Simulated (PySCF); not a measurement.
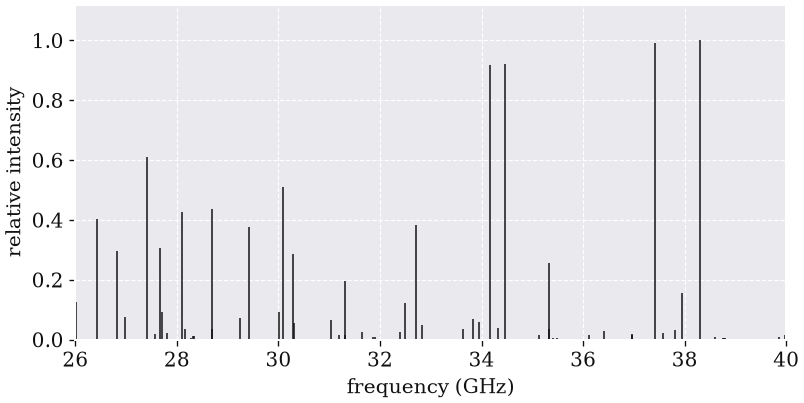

Simulated rotational absorption lines between 26 and 40 GHz at 2 K: rigid rotor with the equilibrium constants and dipole of one optimised conformer (PBE0-D3(BJ)/def2-SVP, PySCF 2.14.0), commonest isotopes; no centrifugal distortion, hyperfine structure, internal rotation or nuclear-spin weights; lines within 1 MHz of each other are summed.

> Which molecule gives this spectrum?
A. CH₄BrClSi, SMILES ClC[SiH2]Br
B. BiH₂I, SMILES [H][Bi]([H])[I], singlet
C. B₂H₂OF₂, SMILES BOB(F)F
D. C₃H₃FO₂, SMILES O=C(O)/C=C/F

Option D. Rotational constants A, B, C = 10.85, 1.908, 1.622 GHz, |μa|, |μb|, |μc| = 0.37, 0.82, 0.01 D.

Caveats: coarse grid, loose stop and no frequency check, small forces are noise and the end may be a saddle.
